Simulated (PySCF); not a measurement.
# CH4Si (SMILES C=[SiH2]) at B3LYP/STO-3G

Aim: the vertical singlet–triplet gap of CH4Si at B3LYP/STO-3G, from 2 runs. Input form: a Python script.

The results are computed with PySCF 2.14.0.

5 further runs of the same task are left out: 5 set aside as unsound or not needed.

### 1 The molecule

CH4Si: 6 atoms, total charge 0, spin state singlet. As SMILES, `C=[SiH2]`. Geometry: relaxed at GFN2-xTB.

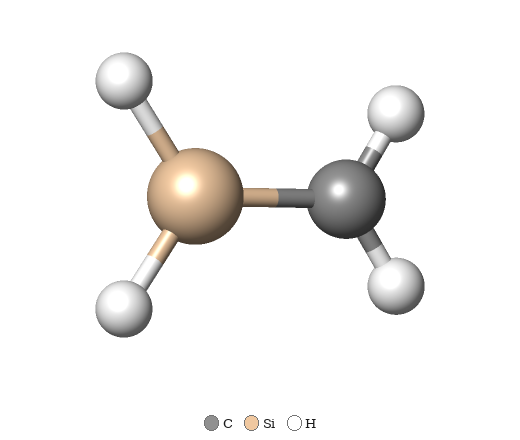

The structure, seen from a chosen angle (carbon grey, silicon light orange, hydrogen white).

### 2 A single-point energy at B3LYP/STO-3G

The input, calc.py:

```python
# C=[SiH2]
from pyscf import gto, dft

mol = gto.Mole()
mol.atom = [
    ('C', (-0.738690, -0.547160, -0.265100)),
    ('Si', (0.611270, 0.451760, 0.218260)),
    ('H', (-1.408510, -0.996610, 0.448130)),
    ('H', (-0.962920, -0.758160, -1.296740)),
    ('H', (0.952980, 0.765970, 1.600750)),
    ('H', (1.545870, 1.084200, -0.705300)),
]
mol.basis = 'sto-3g'
mol.verbose = 3
mol.spin = 0
mol.charge = 0
mol.max_memory = 1860
mol.build()

mf = dft.RKS(mol, xc='b3lyp')
mf.grids.level = 5
mf.conv_tol = 1e-10
mf.kernel()
if not mf.converged:
    mf = mf.newton().run(mf.mo_coeff, mf.mo_occ)

energy = mf.e_tot
print(f'total energy: {energy:.8f} hartree')
```

Launch:

```
$ OMP_NUM_THREADS=1 python calc.py
```

Log:

```text
converged SCF energy = -326.083960998975
total energy: -326.08396100 hartree
```

Wall time 2.6 s (1 thread of Arm Neoverse V2, shared host); peak memory 0.19 GiB.

### 3 The triplet, same level

The input, input.xyz:

```xyz
6

C     -0.738690    -0.547160    -0.265100
Si     0.611270     0.451760     0.218260
H     -1.408510    -0.996610     0.448130
H     -0.962920    -0.758160    -1.296740
H      0.952980     0.765970     1.600750
H      1.545870     1.084200    -0.705300
```

The input, input.py:

```python
from pyscf import gto, dft

mol = gto.Mole()
mol.atom = 'input.xyz'
mol.verbose = 4
mol.spin = 2
mol.basis = 'sto-3g'
mol.max_memory = 1860
mol.charge = 0
mol.build()

ks = dft.UKS(mol)
ks.xc = 'b3lyp'
ks.conv_tol = 1e-10
ks.grids.level = 5
ks.kernel()
if not ks.converged:
    ks = ks.newton().run(ks.mo_coeff, ks.mo_occ)

e_tot = ks.e_tot
print('E(%s) = %.9f' % ('B3LYP', e_tot))
```

Launch:

```
$ OMP_NUM_THREADS=1 python input.py
```

Log:

```text
PySCF version 2.14.0

[INPUT] num. atoms = 6
[INPUT] num. electrons = 24
[INPUT] charge = 0
[INPUT] spin (= nelec alpha-beta = 2S) = 2
[INPUT] symmetry False subgroup None
[INPUT] Mole.unit = angstrom
[INPUT] Symbol           X                Y                Z      unit          X                Y                Z       unit  Magmom
[INPUT]  1 C     -0.738690000000  -0.547160000000  -0.265100000000 AA   -1.395921790955  -1.033982546317  -0.500966395622 Bohr   0.0
[INPUT]  2 Si     0.611270000000   0.451760000000   0.218260000000 AA    1.155132888163   0.853702674034   0.412451623948 Bohr   0.0
[INPUT]  3 H     -1.408510000000  -0.996610000000   0.448130000000 AA   -2.661698143711  -1.883319953003   0.846842968201 Bohr   0.0
[INPUT]  4 H     -0.962920000000  -0.758160000000  -1.296740000000 AA   -1.819655079866  -1.432714758600  -2.450483454768 Bohr   0.0
[INPUT]  5 H      0.952980000000   0.765970000000   1.600750000000 AA    1.800871202188   1.447473519633   3.024979093898 Bohr   0.0
[INPUT]  6 H      1.545870000000   1.084200000000  -0.705300000000 AA    2.921270924181   2.048841064253  -1.332823835656 Bohr   0.0

nuclear repulsion = 50.7894673064898
number of shells = 12
number of NR pGTOs = 54
number of NR cGTOs = 18
basis = sto-3g
ecp = {}

******** <class 'pyscf.dft.uks.UKS'> ********
method = UKS
initial guess = minao
damping factor = 0
level_shift factor = 0
DIIS = <class 'pyscf.scf.diis.CDIIS'>
diis_start_cycle = 1
diis_space = 8
diis_damp = 0
SCF conv_tol = 1e-10
SCF conv_tol_grad = None
SCF max_cycles = 50
direct_scf = True
direct_scf_tol = 1e-13
number electrons alpha = 13  beta = 11
XC library pyscf.dft.libxc version 7.0.0
    S. Lehtola, C. Steigemann, M. J.T. Oliveira, and M. A.L. Marques.,  SoftwareX 7, 1–5 (2018)
XC functionals = b3lyp
    P. J. Stephens, F. J. Devlin, C. F. Chabalowski, and M. J. Frisch.,  J. Phys. Chem. 98, 11623 (1994)
radial grids:
    Treutler-Ahlrichs [JCP 102, 346 (1995); DOI:10.1063/1.469408] (M4) radial grids

becke partition: Becke, JCP 88, 2547 (1988); DOI:10.1063/1.454033
pruning grids: <function nwchem_prune>
grids dens level: 5
symmetrized grids: False
atomic radii adjust function: <function treutler_atomic_radii_adjust>
small_rho_cutoff = 0
Set gradient conv threshold to 1e-05
tot grids = 180696
init E= -325.864411854951
[... the frontier-level lines of each cycle are left out ...]


cycle= 1 E= -325.968430306079  delta_E= -0.104  |g|= 0.109  |ddm|= 2.21
cycle= 2 E= -325.974569160405  delta_E= -0.00614  |g|= 0.0662  |ddm|= 0.267


cycle= 3 E= -325.977578054937  delta_E= -0.00301  |g|= 0.00751  |ddm|= 0.107
cycle= 4 E= -325.977656832833  delta_E= -7.88e-05  |g|= 0.0022  |ddm|= 0.0213
cycle= 5 E= -325.97766365055  delta_E= -6.82e-06  |g|= 0.000649  |ddm|= 0.00667
cycle= 6 E= -325.977664162696  delta_E= -5.12e-07  |g|= 5.54e-05  |ddm|= 0.00177
cycle= 7 E= -325.977664166724  delta_E= -4.03e-09  |g|= 6.97e-06  |ddm|= 0.000164
cycle= 8 E= -325.977664166822  delta_E= -9.86e-11  |g|= 1.73e-06  |ddm|= 2.47e-05
Extra cycle  E= -325.977664166827  delta_E= -5.12e-12  |g|= 6.61e-07  |ddm|= 4.9e-06
converged SCF energy = -325.977664166827  <S^2> = 2.0067819  2S+1 = 3.0045179
E(B3LYP) = -325.977664167
```

Wall time 3.6 s (1 thread of Arm Neoverse V2, shared host); peak memory 0.2 GiB.

### 4 Outcome

At B3LYP/STO-3G:

| quantity | value |
| --- | --- |
| singlet: total energy | -326.08396 Eh |
| singlet: dipole moment | 0.80 D |
| singlet: HOMO energy | -3.31 eV |
| singlet: LUMO energy | 2.80 eV |
| singlet: HOMO–LUMO gap | 6.10 eV |
| triplet: total energy | -325.97766 Eh |
| triplet: dipole moment | 0.37 D |
| triplet: HOMO energy (highest over α and β) | -0.15 eV |
| triplet: LUMO energy (lowest over α and β) | -0.04 eV |
| triplet: ⟨S²⟩ | 2.007 |
| vertical energy of the triplet above the singlet | 2.892 eV |

What this shows: At this shape the triplet lies 2.89 eV (279 kJ/mol) above the singlet. In a minimal basis such a difference can be off by several eV, whatever the method. Mulliken charges (triplet) run from -0.32 on C1 to +0.43 on Si2; they depend strongly on the basis.
